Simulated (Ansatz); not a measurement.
# Work function of Li(100): what the settings cost and change, part 2 of 2

How far do functional and pseudopotentials move the work function of Li(100), and at what cost?

Ansatz 0.2.0; plane-wave DFT, PBE, Ansatz PAW (the session's first sound run).

So far, work function, upper face (eV): step 2 (run, setting PBE, Ansatz PAW (420 eV)) 3.04; step 6 (r2SCAN) 3.03; step 7 (PBE JTH) 3.04; step 8 (PBE norm-conserving) 3.03; step 9 (LDA norm-conserving) 3.11.

## (10) Run, setting PBE, all layers relaxed

This step: plane-wave DFT, PBE, Ansatz PAW (Ansatz 0.2.0).

input.yaml

```yaml
crystal:
  lattice:
    - [3.49, 0.0, 0.0]
    - [0.0, 3.49, 0.0]
    - [0.0, 0.0, 28.47]
  atoms:
    - { symbol: Li, position: [0.0, 0.0, 0.3161222339] }
    - { symbol: Li, position: [0.5, 0.5, 0.3774148226] }
    - { symbol: Li, position: [0.0, 0.0, 0.4387074113] }
    - { symbol: Li, position: [0.5, 0.5, 0.5] }
    - { symbol: Li, position: [0.0, 0.0, 0.5612925887] }
    - { symbol: Li, position: [0.5, 0.5, 0.6225851774] }
    - { symbol: Li, position: [0.0, 0.0, 0.6838777661] }
kpoints:
  mp_grid: { grid: [12, 12, 1] }
hamiltonian:
  xc: pbe
scf:
  occupations: { method: fermi_dirac, width: 0.1 }
  convergence: { dr2_threshold: 1.0e-09 }
efield:
  axis: 3
  dipole_correction: true
  ramp_position: 0.97
  ramp_width: 0.06
relax:
  f_tol: 0.01
  max_steps: 40
output:
  write_potential: true
  write_density: true
  volumetric_format: npy
```

Command:

```console
ansatz run input.yaml --threads 2 --pin off --max-ram 3072MiB --backend cpu --events-out ev --progress --plain --runs-dir out
```

Numbers of over 12 decimals in the logs are rounded to 6 here.

What it wrote:

```text
[...]
Crystal: 7 atoms, lattice volume = 346.767 Å³
Basis set: ecut = 420 eV, 6699 PW (Γ), exchange–correlation on 48×48×384 points (8 copies of the dense FFT grid, shifted against one another)
Bands: 18, of which v1, the nominal top of the filled ones, is band 11 counted from 1 (10 counted from 0)
Symmetry: 8 space group operations
k-points: 28 of 144
[...]
F+E_penalty+E_count = -1432.15095499 eV   max|allowed force component| = 4.503e-3 eV/Å
  atoms:
    - { symbol: Li, position: [0, 0.0, 0.322123] }
    - { symbol: Li, position: [0.5, 0.5, 0.383704] }
    - { symbol: Li, position: [0, 0.0, 0.441055] }
    - { symbol: Li, position: [0.5, 0.5, 0.500000] }
    - { symbol: Li, position: [0, 0.0, 0.558945] }
    - { symbol: Li, position: [0.5, 0.5, 0.616296] }
    - { symbol: Li, position: [0, 0.0, 0.677877] }
[key lines of the parts left out:]
SCF converged after 6 iterations
Free energy (F): -1432.150955 eV
Fermi energy:    -1.254962 eV
Dipole field:    D = 0.000000 V/Å  (p = 0.000000 e·Å, saw-weighted, corrected)
Work function:   Φ+ = 3.0057 eV   Φ− = 3.0057 eV
```

The job ended after 27 s (2 threads of Intel Xeon 6975P-C (Granite Rapids), shared host; peak memory 0.55 GiB; 49 s of CPU time).

The relaxation took 4 steps and lowered the energy by 0.011 eV; the largest force on the free atoms ends at 0.0045 eV/Å.

The work function is 3.006 eV, -0.030 eV from the run “PBE, Ansatz PAW (420 eV)”, at 2.5 times its CPU time.

## (11) Side by side

Times are for 2 threads of Intel Xeon 6975P-C (Granite Rapids), shared host. The series side by side:

```csv
no.,setting,"work function, upper face (eV)",time,memory (GiB)
1,"PBE, Ansatz PAW (420 eV)",3.036,10 s,0.57
2,"LDA, Ansatz PAW (420 eV)",3.116,11 s,0.55
3,"PBEsol, Ansatz PAW (420 eV)",3.058,11 s,0.58
4,"RPBE, Ansatz PAW (420 eV)",2.993,11 s,0.57
5,"r2SCAN, Ansatz PAW (500 eV)",3.028,25 s,0.73
6,"PBE, JTH PAW (1170 eV)",3.035,69 s,1.7
7,"PBE, norm-conserving (1034 eV)",3.035,54 s,1.2
8,"LDA, norm-conserving (1007 eV)",3.115,47 s,1.2
9,"PBE, all layers relaxed",3.006,27 s,0.55
```

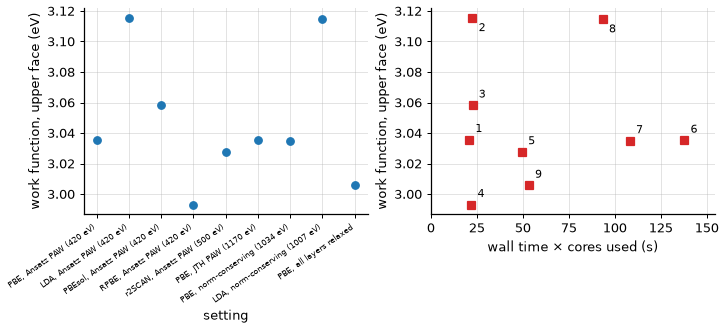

The series as plots; the last panel sets the first result against cost, with the runs numbered as in the table.

## (12) A changed input

An input spoilt on purpose, to show how the run answers: it repeats the earlier run “PBE, Ansatz PAW (420 eV)” with efield.amplitude to 5.0, and scf.max_iter set to 60; its output block differs too.

input.yaml, as its differences from that of step 10:

```diff
@@ -20,2 +20,3 @@
   convergence: { dr2_threshold: 1.0e-09 }
+  max_iter: 60
 efield:
@@ -25,5 +26,3 @@
   ramp_width: 0.06
-relax:
-  f_tol: 0.01
-  max_steps: 40
+  amplitude: 5.0
 output:
```

What it wrote:

```text
[...]
Crystal: 7 atoms, lattice volume = 346.767 Å³
Basis set: ecut = 420 eV, 6699 PW (Γ)
Bands: 18, of which v1, the nominal top of the filled ones, is band 11 counted from 1 (10 counted from 0)
Symmetry: 8 space group operations
k-points: 28 of 144
[...]
SCF iter   1: F=—  HF=-1446.767520 eV  |F-HF|=—  |Δ(HF+E_count)|=         —  Δρ=1.35e-2  dr2=3.08e1  ethr=3.10e-3  p=4.523 e·Å  D=2.36e0 V/Å  ΔV_dip=-67.20 eV  dr2_dipole=1.32e-1  V_vac-E_F(+/−)=41.19/2.13 eV  ⟨swp⟩=17.3  Hψ=6016  notcnv=0
[...]
SCF iter  12: F=-1443.838906 eV  HF=-1443.838906 eV  |F-HF|=4.14e-10  |Δ(HF+E_count)|=   1.98e-9  Δρ=1.17e-7  dr2=8.04e-11  ethr=4.76e-12  p=4.633 e·Å  D=2.42e0 V/Å  ΔV_dip=-68.83 eV  dr2_dipole=1.16e-11  V_vac-E_F(+/−)=35.94/-0.99 eV  ⟨swp⟩=16.9  Hψ=3817  notcnv=0
WARN: efield: at this solve's end the planar-averaged density reaches 9.79e-3 e/Å³ inside the ramp window [0.9349, 0.2116] (bound 1e-5 e/Å³); the window's nearer edge stands 2.98 Å from this solve's nearest atom along the axis. Its free energy, forces, stress, dipole, levels and responses can be off, and this figure does not tell by how much. The cell may have no vacuum along `efield.axis`. A short vacuum, a low `basis.ecutwfc` or `basis.ecutrho_ratio` and negative occupations (`scf.occupations.method`) can put density there. See the manual's quickstart, § The vacuum guard
SCF 1 converged in 12 iterations: F = -1443.838906 eV  dr2 = 8.04e-11
[...]
SCF converged after 12 iterations
Free energy (F): -1443.838906 eV
[...]
Internal energy: -1443.716708 eV  (E = F + TS)
E sigma→0 (E₀):  -1443.777807 eV
Entropy (-TS):   -0.122198 eV (-17.457 meV/atom)
Fermi energy:    -3.148529 eV
Dipole field:    D = 2.417794 V/Å  (p = 4.633359 e·Å, saw-weighted, corrected)
Work function:   not extracted (applied field tilts the vacuum); planar V_es + V_field profile in the machine report
[...]
Vacuum region:   at the solve's end the planar-averaged density reaches 9.79e-3 e/Å³ inside the ramp window [0.9349, 0.2116] (bound 1e-5 e/Å³)
[...]
--- Band table (eV; the first three rows and the last of 28) ---
  k-point 0: bands = [... 7 lower, -6.5063, -6.0739, -5.3548, -4.5200, -3.5887, -2.2452, -0.7191, 0.7104, ... 3 higher]
  k-point 1: bands = [... 7 lower, -6.4415, -6.0089, -5.2886, -4.4499, -3.5219, -2.1881, -0.6786, 0.7076, ... 3 higher]
  k-point 2: bands = [... 7 lower, -6.2468, -5.8141, -5.0912, -4.2417, -3.3251, -2.0306, -0.6355, 0.0671, ... 3 higher]
  k-point 27: bands = [... 7 lower, -2.7014, -2.7014, -2.1530, -2.1530, -1.2002, -1.2002, -0.0799, -0.0399, ... 3 higher]
```

Elapsed: 21 s, on 2 threads; peak memory 0.53 GiB.

In so strong a field the program warns of density in the ramp of the sawtooth; these numbers are not the system's.

## (13) Summary of results

```
work function, PBE, Ansatz PAW (420 eV)    : 3.036 eV
work function, LDA, Ansatz PAW (420 eV)    : 3.116 eV
work function, RPBE, Ansatz PAW (420 eV)   : 2.993 eV
work function, r2SCAN, Ansatz PAW (500 eV) : 3.028 eV
work function, PBE, all layers relaxed     : 3.006 eV
```

**Reading.** PBE on the default files gives 3.04 eV, and the settings tried spread the value from 2.99 to 3.12 eV. At one geometry LDA lies 0.08 eV above PBE. The choice of pseudopotentials moves the PBE value by 0.001 eV. Relaxing the layers changes it by -0.030 eV. The ladder's slabs use the tabulated experimental lattice constant (two decimals; a low-temperature value for the alkali metals).

[Logs are printed without paths, hosts, clocks, repeated set-up lines and the standing remarks that a program may print on its own settings, such as how far it seeks lower states.]

[Hosts, paths, dates, database ids (printed as entryN), source tags and the programs' standing remarks are cut or masked in the printed files.]

[Maps of the electrostatic potential energy from Ansatz leave out the sawtooth potential of an applied field or a dipole correction, so their vacuum need not be flat; planar profiles and work functions include it.]
